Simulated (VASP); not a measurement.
Band structure of CdI2 (space group P-3m1). All values below come from PBEsol GGA, VASP's PBE PAW potentials (set 64) (plane waves; VASP).

The path is coarsely sampled, so an indirect gap can come out somewhat too large. Unless said otherwise, spin-orbit coupling is left out, though it shifts the bands of the heavy elements here.

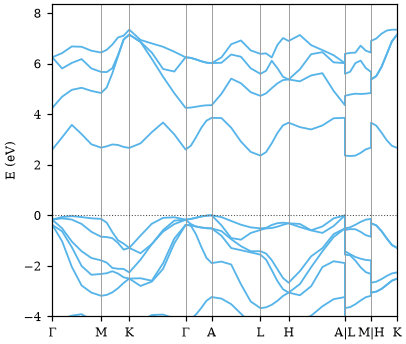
*Bands along high-symmetry lines, zero at the valence-band maximum or, without a gap, the Fermi level*

Read the plot: is there a gap, and where are the band edges?

The gap is indirect, 2.35 eV, from the valence maximum at A to the conduction minimum at L-M at 0.20.

The structure is a typed CdI2 crystal (P-3m1). The cell was not relaxed at this level.
